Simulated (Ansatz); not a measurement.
## Electronic structure of BClH$_{2}$Si in real space

Input

```
crystal:
  periodic: [false, false, false]
  atoms:
    - {symbol: B, position_ang: [0.099717, -0.110146, 0.223117]}
    - {symbol: Cl, position_ang: [-0.861226, -0.427062, -1.685652]}
    - {symbol: Si, position_ang: [-1.787077, -0.686183, 0.295907]}
    - {symbol: H, position_ang: [0.983645, -0.934644, 0.286557]}
    - {symbol: H, position_ang: [0.371041, 1.068835, 0.262321]}
basis:
  gaussian:
    orbitals: def2-TZVPD
hamiltonian:
  xc: pbe0
output: {forces: true, orbitals: {seedname: orbitals}}
```

Run with:

```sh
ansatz run input.yaml --threads 1 --pin off --max-ram 2610MiB --events-out events.jsonl --progress --plain --runs-dir runs
```

Geometry: PBE0-D3(BJ)/def2-SVP.

Theory: isolated molecule in a Gaussian basis; Kohn-Sham density functional theory, functional PBE0 (Ansatz 0.2.0).

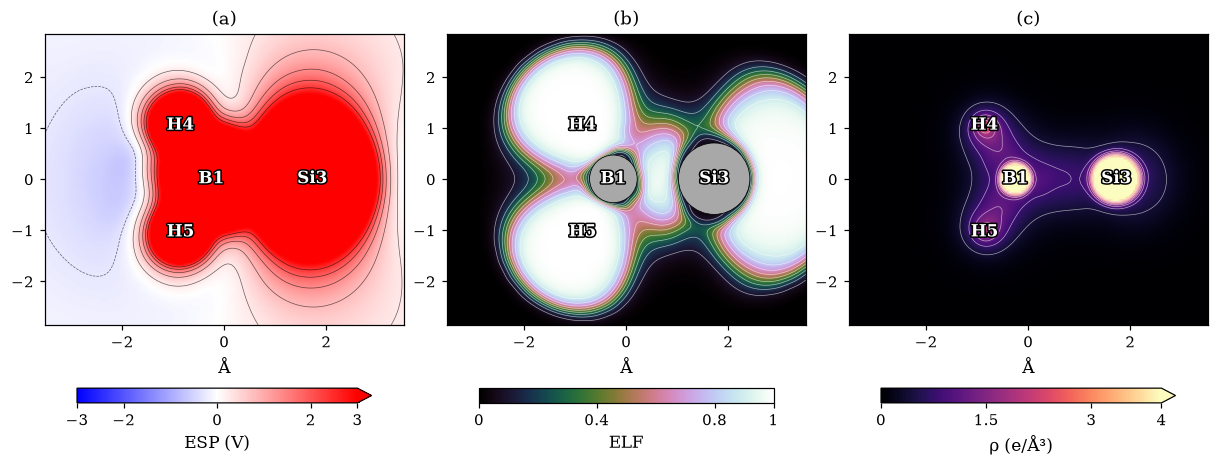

Figure 1. (a) electrostatic potential; (b) ELF; (c) total electron density on the plane of atoms Si3, B1 and H4. Grey discs cover the atomic cores in the ELF map.

> Describe what can be read from this map.

The plane passes through B, Si and H nuclei.
Si–B (1.97 Å): the density is about 0.82 e/Å³ at the midpoint; the ELF peaks at about 0.95 between the atoms; a shared electron pair.
B–H (1.21 Å): the density is about 1.2 e/Å³ at the midpoint; the ELF climbs to about 1 towards the hydrogen, as it does in any bond to H: an ordinary covalent bond to hydrogen.
The ELF also peaks beside Si3, away from the bonds: lone-pair regions.
Outside the dense part of the molecule the potential is most negative (−0.7 V) near H4 and H5.

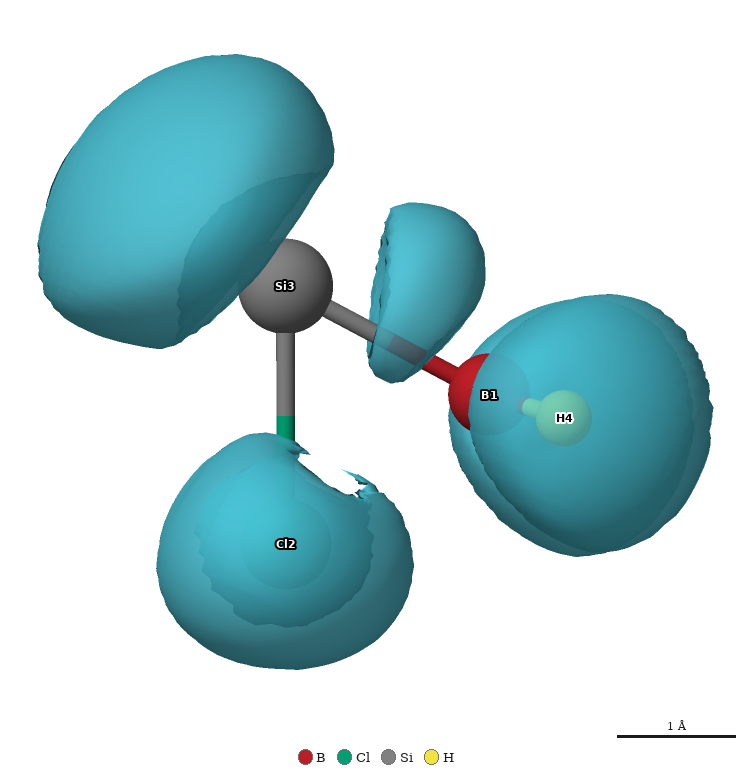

Figure 2. Isosurface of the ELF at 0.8 (cyan), seen across its widest extent. Only the valence region is drawn (cores and ρ < 0.01 e/Å³ removed).

> Identify the bonds, lone pairs and shells in this picture.

At this value the surface marks out one region between bonded B–Si atoms (shared pairs), two regions around hydrogen nuclei, one lobe on Si, pointing away from the bonds (lone pairs) and one region wrapped around Cl (its lone pairs, merged into a ring or cap).


 Si–Cl (2.20 Å): the ELF peaks at about 0.85 between the atoms: a shared but strongly polarised pair.

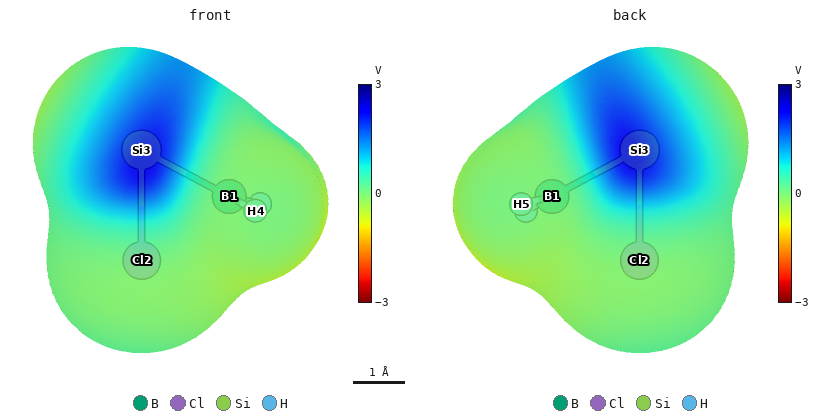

Figure 3. The molecular electrostatic potential painted on the density surface at 0.002 e/bohr³, seen from the front and from behind; red is negative and blue positive.

> Where is the surface potential most negative and most positive?

The most negative region (about −0.6 V, or −14 kcal/mol for a unit charge) lies over H4, the most positive (about +2.3 V, or +53 kcal/mol for a unit charge) over Si3.

> How polar is the molecule by this calculation?

Its dipole moment is 1.28 D.
